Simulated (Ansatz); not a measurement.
**CH7GaSi (SMILES [CH3][GaH][SiH3]): r2SCAN0/6-31G(d) (spherical functions)**

Aim: the electronic atomisation energy of CH7GaSi at r2SCAN0/6-31G* (spherical functions), from 5 runs. 

The calculation is run with Ansatz 0.2.0.

71 further runs of the same task are left out: 71 set aside as unsound or not needed.

## Step 1: The molecule

CH7GaSi has 10 atoms, charge 0, and is taken as a singlet. As SMILES, `[CH3][GaH][SiH3]`. The coordinates come from a PBE0-D4/def2-TZVP relaxation.

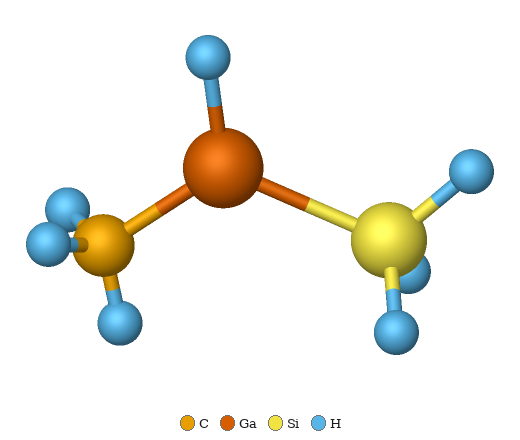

The structure, seen from a chosen angle (carbon amber, gallium orange, silicon yellow, hydrogen blue).

## Step 2: A single-point energy at r2SCAN0/6-31G(d) (spherical functions)

The input, input.yaml:

```yaml
crystal:
  periodic: [false, false, false]
  atoms:
    - {symbol: C, position_ang: [-1.123300, 1.394100, -0.619200]}
    - {symbol: Ga, position_ang: [0.561500, 0.659300, 0.093300]}
    - {symbol: Si, position_ang: [0.786700, -1.705300, 0.550700]}
    - {symbol: H, position_ang: [-1.924300, 0.656600, -0.670400]}
    - {symbol: H, position_ang: [-0.947000, 1.785400, -1.626000]}
    - {symbol: H, position_ang: [-1.454200, 2.236500, -0.005700]}
    - {symbol: H, position_ang: [1.759600, 1.654600, 0.346000]}
    - {symbol: H, position_ang: [0.531000, -2.496200, -0.688800]}
    - {symbol: H, position_ang: [2.125000, -2.100900, 1.069700]}
    - {symbol: H, position_ang: [-0.231700, -2.135100, 1.553300]}
basis:
  gaussian: {orbitals: 6-31G_st_-spherical.json}
hamiltonian: {xc: {name: r2SCAN0}}
accuracy: high
output: {orbitals: {seedname: orbitals}}
```

The basis set 6-31G* is read from a file made from the Basis Set Exchange's data (not shown).

Run with:

```console
ansatz run input.yaml --threads 1 --pin off --max-ram 3480MiB --events-out events.jsonl --progress --plain --runs-dir runs
```

What it wrote:

```text
Warning: RAYON_NUM_THREADS=1 ignored (pool sized by the plan → 1); use --threads N
Functional definition: r2SCAN0
  name "r2SCAN0"
  parameter a = 0.25
  parameter k0 = 0.174
  parameter k1 = 0.065
  parameter a1 = 4.9479
  exchange = (1 - a)*r2scan_x(k0 = k0, k1 = k1, a1 = a1) + a*exact_x
  correlation = r2scan_c
1761 factors; integrals over basis functions are off by at most 7.4e-9 eV
mean field evaluation 1: about -61391.6413 eV, gradient 4.0e1 eV
mean field evaluation 2: about -61390.6129 eV, gradient 4.4e1 eV
mean field evaluation 4: about -61395.3044 eV, gradient 1.1e0 eV
mean field evaluation 8: about -61395.4662 eV, gradient 1.5e-1 eV
mean field evaluation 16: about -61395.4663 eV, gradient 1.5e-5 eV
mean field -61395.46628301 eV, -2256.2417705588 hartree, gradient 8.3e-9 eV, S^2 0.000000; 0 other end points of the search recorded, 0 dependent functions left out
reference -61395.46628396 eV, -2256.2417705940 hartree; 29, 29 occupied and 49, 49 virtual orbitals, 1761 factors
Total energy: -61395.46628396 eV, -2256.2417705940 hartree
```

It took 20 s on 1 thread of Arm Neoverse V1, shared host; peak memory 0.34 GiB.

## Step 3: The C atom, same level

The input, molecule.yaml:

```yaml
crystal:
  periodic: [false, false, false]
  atoms:
    - {symbol: C, position_ang: [0.000000, 0.000000, 0.000000]}
basis:
  gaussian:
    orbitals: 6-31G_st_-spherical.json
hamiltonian:
  xc: {name: r2SCAN0}
magnetization:
  spin_polarized: true
  initial_magnetization: 2
accuracy: high
```

The basis set 6-31G* is read from a file made from the Basis Set Exchange's data (not shown).

Run the same way, it converges to -37.82117 Eh (log not shown).

## Step 4: The Ga atom at the same level

The input, job.yaml:

```yaml
basis:
  gaussian:
    orbitals: 6-31G_st_-spherical.json
crystal:
  periodic: [false, false, false]
  atoms:
    - {symbol: Ga, position_ang: [0.000000, 0.000000, 0.000000]}
accuracy: high
magnetization:
  spin_polarized: true
  initial_magnetization: 1
hamiltonian:
  xc: {name: r2SCAN0}
```

The basis set 6-31G* is read from a file made from the Basis Set Exchange's data (not shown).

Run the same way, it converges to -1924.48798 Eh (log not shown).

## Step 5: The H atom, same level

The input, molecule.yaml:

```yaml
crystal:
  periodic: [false, false, false]
  atoms:
    - {symbol: H, position_ang: [0.000000, 0.000000, 0.000000]}
basis:
  gaussian: {orbitals: "6-31G*"}
magnetization: {spin_polarized: true, initial_magnetization: 1}
hamiltonian: {xc: {name: r2SCAN0}}
accuracy: high
```

Run the same way, it converges to -0.49823 Eh (log not shown).

## Step 6: The Si atom, same level

The input, in.yaml:

```yaml
crystal:
  periodic: [false, false, false]
  atoms:
    - {symbol: Si, position_ang: [0.000000, 0.000000, 0.000000]}
basis:
  gaussian:
    orbitals: 6-31G_st_-spherical.json
accuracy: high
magnetization:
  spin_polarized: true
  initial_magnetization: 2
hamiltonian:
  xc: {name: r2SCAN0}
```

The basis set 6-31G* is read from a file made from the Basis Set Exchange's data (not shown).

Run the same way, it converges to -289.31941 Eh (log not shown).

## Step 7: Results

Level: r2SCAN0/6-31G* (spherical functions).

| quantity | value |
| --- | --- |
| molecule: total energy | -2256.24177 Eh |
| molecule: HOMO energy | -7.43 eV |
| molecule: LUMO energy | -1.54 eV |
| molecule: HOMO–LUMO gap | 5.89 eV |
| C atom: total energy | -37.82117 Eh |
| C atom: ⟨S²⟩ | 2.004 |
| Ga atom: total energy | -1924.48798 Eh |
| Ga atom: ⟨S²⟩ | 0.755 |
| H atom: total energy | -0.49823 Eh |
| H atom: ⟨S²⟩ | 0.750 |
| Si atom: total energy | -289.31941 Eh |
| Si atom: ⟨S²⟩ | 2.004 |
| electronic atomisation energy | 30.630 eV |

Taking the molecule apart into free atoms costs 30.63 eV (706 kcal/mol), before zero-point energy and without spin-orbit coupling.
